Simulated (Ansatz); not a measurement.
```
Mg Mn Br
1.0
     4.38151    0.00000    0.00000
     0.00000    4.38151    0.00000
     0.00000    0.00000    7.24171
Mg Mn Br
2 2 2
Direct
  0.00000 0.50000 0.16500
  0.50000 0.00000 0.83500
  0.00000 0.00000 0.00000
  0.50000 0.50000 0.00000
  0.00000 0.50000 0.74200
  0.50000 0.00000 0.25800
```

Space group P4/nmm; built by placing these elements on a known structure type; not relaxed (largest force 1.6 eV/Å); computed without spin polarisation.

The calculation used Ansatz, DFT, PAW plane waves, r2SCAN.

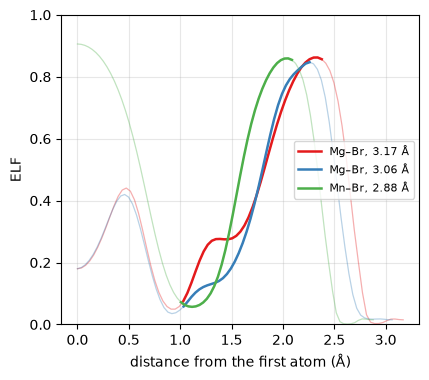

MgMnBr. Electron localisation function along straight lines between neighbouring atoms. Thin, pale parts lie inside the atomic spheres.

In a PAW calculation such maps are meaningful between the atoms, not at the nuclei.

> What can be read from the curves?

Mg–Br (3.17 Å): the ELF is about 0.30 at the midpoint; no localised pair shows between them.
Mg–Br (3.06 Å): the ELF is about 0.20 at the midpoint; no shared electron pair shows on this line.
Mn–Br (2.88 Å): the ELF is about 0.25 at the midpoint and 0.05 at its lowest between the atoms; no shared electron pair shows on this line.
